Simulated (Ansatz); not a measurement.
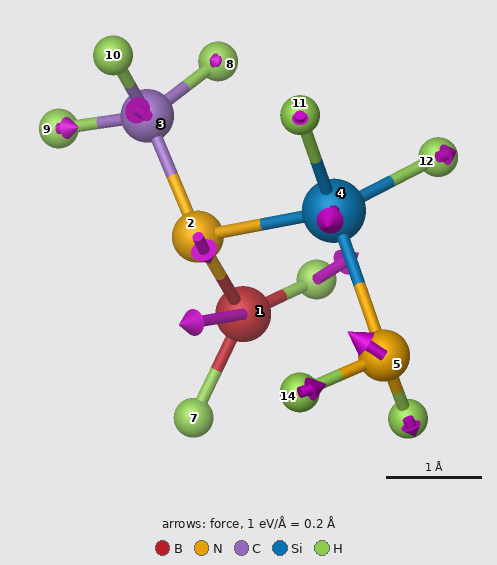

Starting geometry of CH₉BN₂Si (coarse preliminary run) with the computed forces as purple arrows. The picture is a ball-and-stick view, seen from a free direction.

The start comes from a force field.

The calculation used Ansatz 0.2.0, RKS PBE-D4/def2-SVP. Set-up: force threshold 0.03 eV/Å; at most 200 steps.

**Is this structure relaxed? If not, where do the atoms go?**

It isn't relaxed: the largest force vector, on the B atom, is 5.23 eV/Å. The final displacements have little in common with the starting forces (cosine between the two patterns −0.03). An H atom moves most after the best rigid fit: 1.96 Å. By element the largest moves are H 1.96 Å, N 0.50 Å, B 0.48 Å, C 0.45 Å, Si 0.19 Å. Near-neighbour distances that change, for instance: B–N 1.567 → 1.405 Å, B–H 1.106 → 1.221 Å, N–Si 1.824 → 1.731 Å, H–Si 1.444 → 1.505 Å. Among the angles between lasting bonds that change: B–N–Si 105.8° → 122.8°, B–N–C 109.1° → 122.4°, Si–N–H 105.4° → 117.9°. Over 19 accepted moves (20 points after the start) the energy falls by 204.9 kJ/mol. Largest force component: 4 eV/Å at the start, 0.025 eV/Å at the end. The line search rejected the trial step at point 12 of the run.
